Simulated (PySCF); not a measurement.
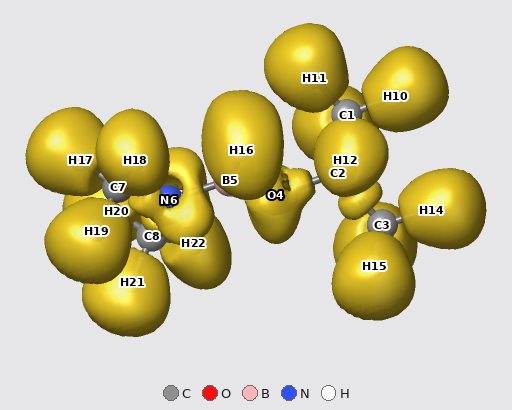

C5H14BNO (SMILES CC(C)OBN(C)C). Isosurface of the ELF at 0.75 (yellow), seen at a tilt. Only the valence region is drawn (cores and ρ < 0.01 e/Å³ removed).

Geometry: PBE0-D3(BJ)/def2-SVP.

Computed with wB97X-D/def2-SVPD, SCF density, gas phase (PySCF).

Input

```
{"job": {"kind": "uv", "xc": "wB97X-D", "basis": "def2-SVPD", "ip": true}, "charge": 0, "multiplicity": 1}
C     -2.537409    -0.892084    -0.031219
C     -1.722598     0.232449     0.582706
C     -2.391593     1.585889     0.438698
O     -0.456710     0.295440    -0.045363
B      0.644582    -0.306623     0.488754
N      1.861984    -0.281821    -0.215579
C      3.064508    -0.878483     0.297756
C      1.995646     0.346880    -1.504383
H     -2.669515    -0.719867    -1.110914
H     -3.532064    -0.959824     0.435063
H     -2.027068    -1.857853     0.102059
H     -1.576535     0.017496     1.658447
H     -2.537732     1.827775    -0.625606
H     -3.373099     1.594746     0.935712
H     -1.767104     2.373343     0.885235
H      0.590488    -0.858452     1.570084
H      3.447533    -1.667980    -0.376130
H      2.872358    -1.331376     1.279711
H      3.872373    -0.131799     0.416073
H      2.322655    -0.377158    -2.273797
H      2.744077     1.160834    -1.480172
H      1.030913     0.769986    -1.810900
```

Launched as:

```sh
OMP_NUM_THREADS=1 python probes_run.py task.json out
```

### What do the ELF domains correspond to?

The ELF exceeds this value in two regions between bonded C–C atoms (shared pairs), 14 regions around hydrogen nuclei, one region on N in which the atom's valence shell and bonds are merged and one region on O in which the atom's valence shell and bonds are merged. Along the contacts the grid gives the following. B–O (1.36 Å): the ELF peaks at about 0.90 between the atoms (a polar covalent bond). B–N (1.41 Å): the ELF peaks at about 0.95 between the atoms (a polar covalent bond).
